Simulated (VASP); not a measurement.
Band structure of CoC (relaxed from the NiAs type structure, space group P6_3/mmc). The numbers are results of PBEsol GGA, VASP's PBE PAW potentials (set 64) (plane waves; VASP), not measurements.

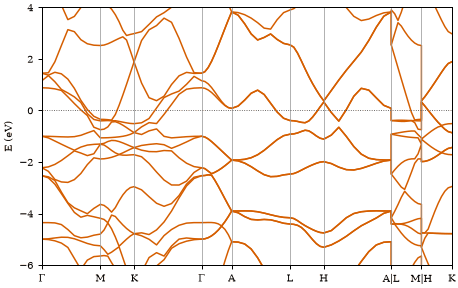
Fig. 1. Bands along high-symmetry lines, zero at the valence-band maximum or, without a gap, the Fermi level

### Question
Read the plot: is there a gap, and where are the band edges?

### Answer
It has no gap at this level: it comes out as a metal or semimetal. (Edges off the drawn lines would not show.)

The structure was generated: CoC was put into the NiAs type type (P6_3/mmc), which need not be its known phase. It was relaxed first, which changed the volume by -22 %. The run is not spin-polarised, so no magnetic state was tried.
